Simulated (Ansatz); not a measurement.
A series of calculations on BN2H6F

## 1. Relaxation

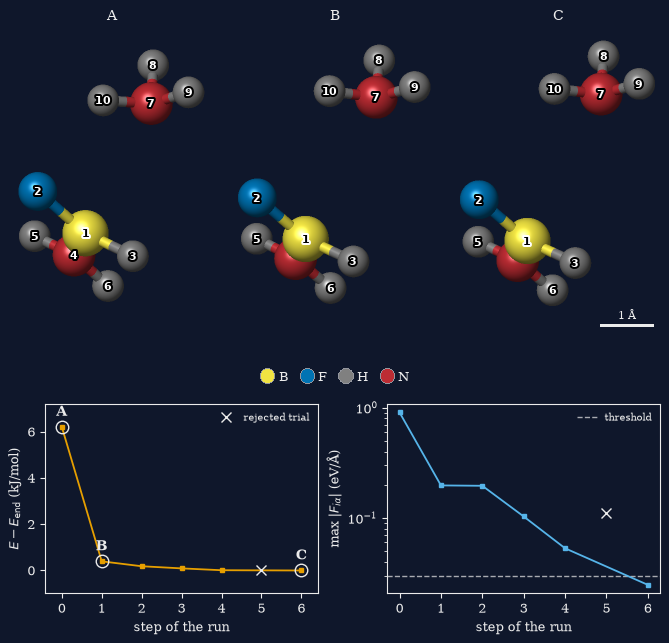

Frames of a relaxation of BN₂H₆F, marked on the history of the run. The picture is a ball-and-stick view, seen from a free direction.

The run prepares an end point of a later path (reaction) calculation, from a guessed geometry.

Level of theory: Ansatz, RHF/def2-SVP.

Input file:
```yaml
crystal:
  periodic: [false, false, false]
  atoms:
    - { symbol: B, position_ang: [-0.132274, -0.260606, -0.163588] }
    - { symbol: F, position_ang: [-0.190479, -0.534984, 1.139217] }
    - { symbol: H, position_ang: [0.926084, 0.003555, -0.654372] }
    - { symbol: "N", position_ang: [-1.279656, -0.439982, -0.936094] }
    - { symbol: H, position_ang: [-2.16985, -0.65652, -0.537138] }
    - { symbol: H, position_ang: [-1.299453, -0.242969, -1.913205] }
    - { symbol: "N", position_ang: [-0.208559, 2.248731, 0.970808] }
    - { symbol: H, position_ang: [-0.972129, 2.870214, 1.174412] }
    - { symbol: H, position_ang: [0.642058, 2.776655, 1.065273] }
    - { symbol: H, position_ang: [-0.198442, 1.518504, 1.692686] }
basis:
  gaussian: { orbitals: def2-SVP }
hamiltonian:
  xc: hf
relax:
  f_tol: 0.03
  max_steps: 50
output:
  orbitals: {}
```

Run as
```bash
ansatz run input.yaml --threads 1 --pin off --max-ram 2048MiB --backend cpu --events-out ev --progress --plain --runs-dir out
```

Describe the path.

Answer. After 5 accepted moves (6 points after the start) the energy has fallen by 6.21 kJ/mol. Largest force component: 0.9 eV/Å at the start, 0.025 eV/Å at the end. The line search rejected the trial step at point 5 of the run. The atom that moves furthest after the best rigid fit is H10 (0.24 Å). Largest moves by element: H 0.24 Å, N 0.19 Å, F 0.18 Å, B 0.17 Å. Among the contacts that change: N7–H10 1.027 → 1.006 Å. From step 0 to 1: H10 moves most (0.19 Å), energy −5.82 kJ/mol. From step 1 to 6: H8 moves most (0.08 Å), energy −0.40 kJ/mol.

```tsv
step	E − E(0), kJ/mol	largest force component, eV/Å	note
0	0.00	0.9048	
1	-5.82	0.1974	
2	-6.03	0.1959	
3	-6.12	0.1032	
4	-6.20	0.0531	
5	-6.18	0.1100	rejected
6	-6.21	0.0248
```

Limits of the set-up: Hartree-Fock leaves out electron correlation.

## 2. Relaxation

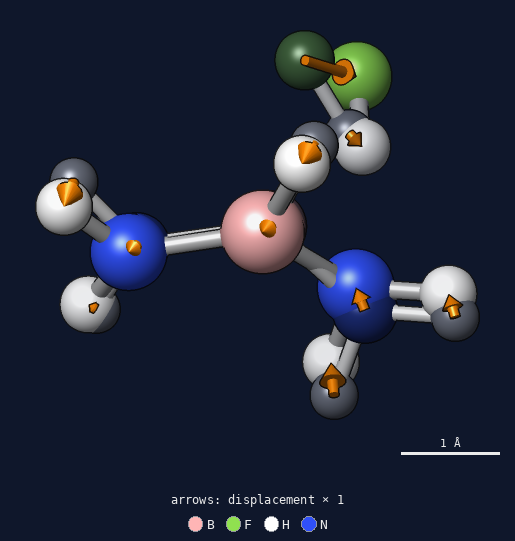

This is a relaxation of BN2H6F. The starting structure is drawn faded, the final one solid; orange arrows show the displacements, at their true length. The two geometries are superimposed by the best rigid fit.

Style: ball-and-stick. Shown at a tilt.

The run prepares an end point of a later path (reaction) calculation, from a guessed geometry.

These are results of RHF/def2-SVP (Ansatz 0.2.0), not measurements.

Input
```yaml
crystal:
  periodic: [false, false, false]
  atoms:
    - { symbol: B, position_ang: [-0.134191, 0.578217, -0.274604] }
    - { symbol: F, position_ang: [-0.280254, -0.375763, 2.072493] }
    - { symbol: H, position_ang: [0.895178, -0.029002, -0.365397] }
    - { symbol: "N", position_ang: [-1.316537, 0.061463, -0.818977] }
    - { symbol: H, position_ang: [-1.374679, -0.884277, -1.128831] }
    - { symbol: H, position_ang: [-2.203096, 0.512843, -0.741076] }
    - { symbol: "N", position_ang: [-0.098665, 1.926039, 0.365461] }
    - { symbol: H, position_ang: [-0.848303, 2.566728, 0.193082] }
    - { symbol: H, position_ang: [0.783837, 2.393991, 0.414874] }
    - { symbol: H, position_ang: [-0.305989, 0.53236, 2.120975] }
basis:
  gaussian: { orbitals: def2-SVP }
hamiltonian:
  xc: hf
relax:
  f_tol: 0.03
  max_steps: 50
output:
  orbitals: {}
```

Run as
```bash
ansatz run input.yaml --threads 1 --pin off --max-ram 2048MiB --backend cpu --events-out ev --progress --plain --runs-dir out
```

Q: What did the optimiser do to the structure, and how much energy did it gain?

A: The atom that moves furthest after the best rigid fit is F2 (0.90 Å). Largest moves by element: F 0.90 Å, H 0.42 Å, N 0.26 Å, B 0.19 Å. Among the contacts that change: B1–N7 1.493 → 1.438 Å, F2–H10 0.910 → 0.915 Å. The energy falls by 30.3 kJ/mol in 8 accepted moves (10 points after the start). The largest force component goes from 1.7 to 0.03 eV/Å. The line search rejected the trial steps at points 5, 8 of the run.

Limits of the set-up: the start holds two separate molecules, 2.3 Å apart at their closest, whose relative position is a soft coordinate and is computed without a dispersion correction; Hartree-Fock leaves out electron correlation.

## 3. Path

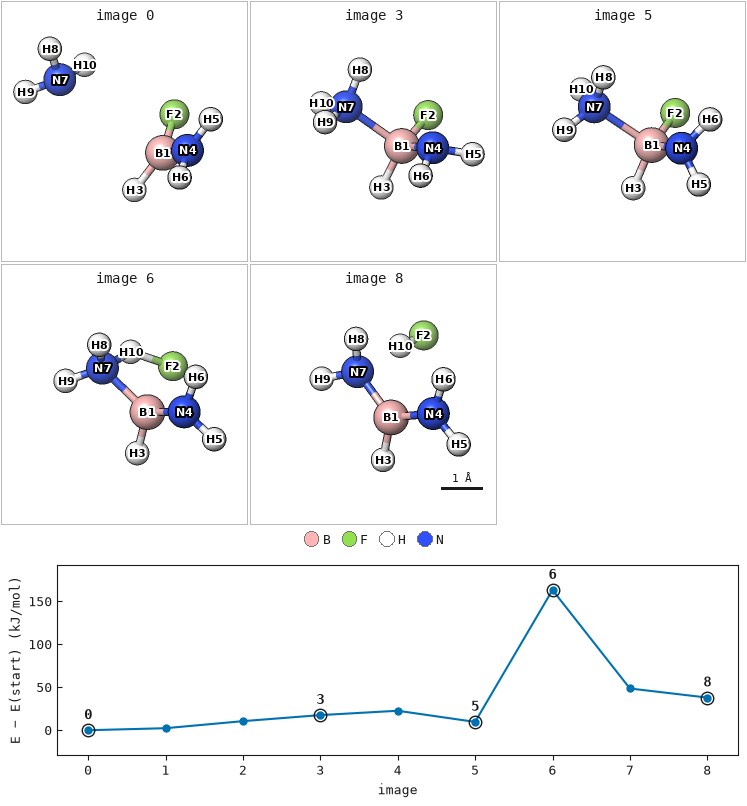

NEB run on BN₂H₆F, made up at the start of BNH3F and NH3. Images are numbered from 0 (start) to 8 (end). The picture is a ball-and-stick view, seen from a free direction.

These are results of RHF/def2-SVP in Ansatz, not measurements. Run with 7 movable images; climbing image; force threshold 0.03 eV/Å; iteration limit 60; starting path through a guess of the saddle point.

What happens along the path, and what is the barrier?

Answer. The highest point, image 6, lies 163.3 kJ/mol above the start and 125.3 kJ/mol above the end; the end is at +38.0 kJ/mol relative to the start. The profile has 2 maxima (images 4, 6) with a dip at image 5 (+9.7 kJ/mol), so the process runs in steps. The path has more than one stage, and so few images may leave a stage unresolved. Breaking: B1–F2 (1.34 → 1.92 at the top → 3.29 Å), N7–H10 (1.01 → 1.18 at the top → 1.91 Å). Forming: B1–N7 (3.11 → 1.55 at the top → 1.44 Å), F2–H10 (2.54 → 1.22 at the top → 0.91 Å). The band converged in 42 iterations. The largest component of the band force went from 13 to 0.018 eV/Å. The climbing image converged on the top of the path. Its vibrational analysis gives one imaginary mode (1355i cm⁻¹), as a transition state must have.

Limits of the set-up: the start holds two separate molecules, 2.5 Å apart at their closest, whose relative position is a soft coordinate and is computed without a dispersion correction; Hartree-Fock leaves out electron correlation.
